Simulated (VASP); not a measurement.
```yaml
crystal:
  lattice:
    - [4.37317, 0.00000, 0.00000]
    - [0.00000, 4.37317, 0.00000]
    - [0.00000, 0.00000, 2.83373]
  atoms:
    - { symbol: Mn, position: [0.00000, 0.00000, 0.00000], spin: 2.4 }
    - { symbol: Mn, position: [0.50000, 0.50000, 0.50000], spin: -2.4 }
    - { symbol: O, position: [0.30349, 0.30349, 0.00000] }
    - { symbol: O, position: [0.80349, 0.19651, 0.50000] }
    - { symbol: O, position: [0.19651, 0.80349, 0.50000] }
    - { symbol: O, position: [0.69651, 0.69651, 0.00000] }
```

All values below come from PBEsol GGA, VASP's PBE PAW potentials (set 64) (plane waves; VASP 6.6.1). Numerical set-up: 520 eV cut-off, 8×8×12 Γ-centred mesh, tetrahedra with Blöchl corrections, potentials Mn_pv O.

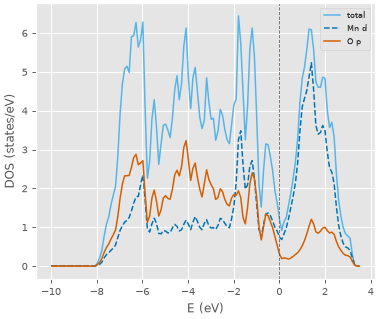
Figure: Total and projected density of states, zero at the Fermi level

Within 2 eV below the Fermi level the largest weight inside VASP's projection spheres is Mn d, then O p.

It has no gap at this level: it comes out as a metal or semimetal.

The compound is MnO2 in the rutile structure. It was relaxed first.
